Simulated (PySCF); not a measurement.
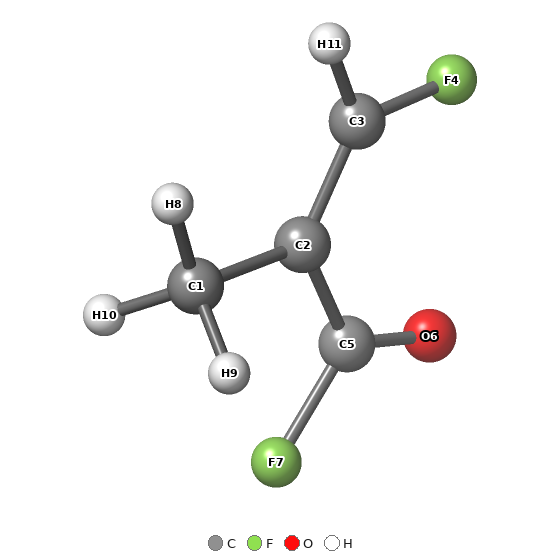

Structure of C₄H₄F₂O, SMILES C/C(=C/F)C(=O)F.

Kohn-Sham orbital energies near the frontier, CAM-B3LYP/def2-SVPD in PySCF, at a GFN2-xTB geometry (no frequency check), isolated molecule; empty levels in grey, levels within 0.03 eV side by side.

**Where do the frontier orbitals lie?**

HOMO at −9.61 eV, LUMO at −0.87 eV, 8.75 eV apart.

**List the levels with the atoms that carry most of them (a dash for levels above zero or within 0.03 eV of another, where shares mean little).**

| orbital | energy (eV) | Löwdin shares |
| --- | --- | --- |
| LUMO+1 | 1.02 | – |
| LUMO | −0.87 | C3 26 %, C5 20 %, O6 18 % |
| HOMO | −9.61 | C2 31 %, C3 26 %, F4 13 % |
| HOMO−1 | −10.57 | O6 65 %, F7 11 %, C5 9 % |
| HOMO−2 | −12.61 | O6 43 %, F7 34 %, C5 17 % |

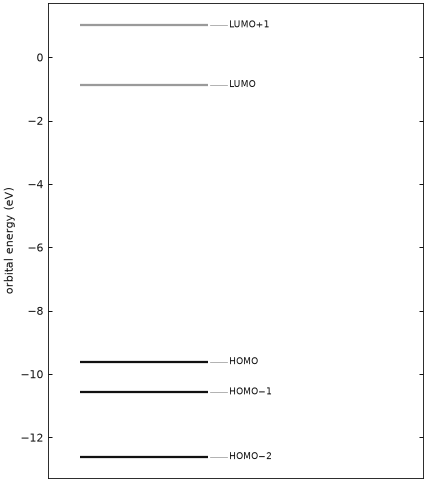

Known limits of this run: the tight-binding geometry is rougher than a DFT one and adds to the error; one conformer of a flexible molecule; empty levels above zero depend strongly on the basis.
